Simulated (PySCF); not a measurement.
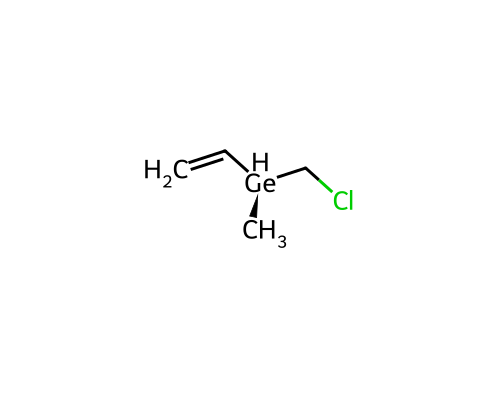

The drawing above gives the connectivity. The computed structure is the end point of a PBE0-D3(BJ)/def2-SVP optimisation. No frequency run is at hand to confirm it as a minimum.

Describe the 3D structure.

Formula C₄H₉ClGe. Its SMILES string is `C=[CH][Ge@H]([CH3])[CH2]Cl`. Among its groups: alkene, C–Cl bond. This geometry has C1 symmetry. Coordination: 2 C trigonal planar; 1 Ge tetrahedral; 2 C tetrahedral.

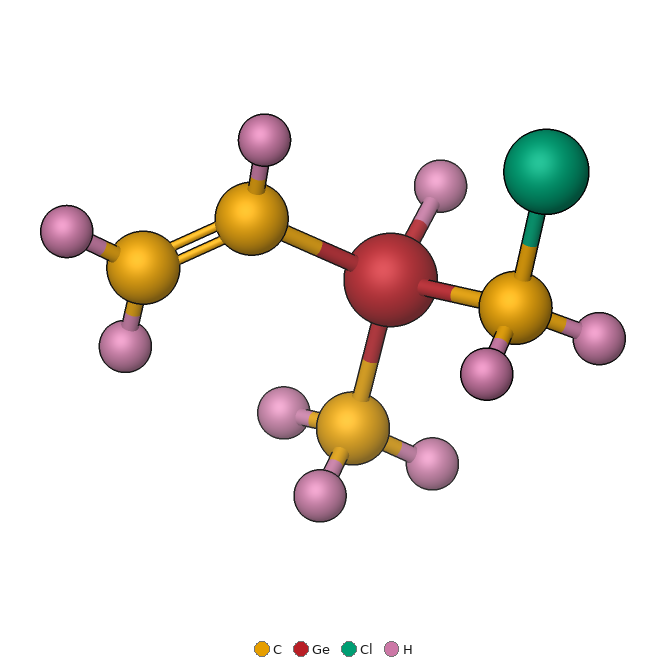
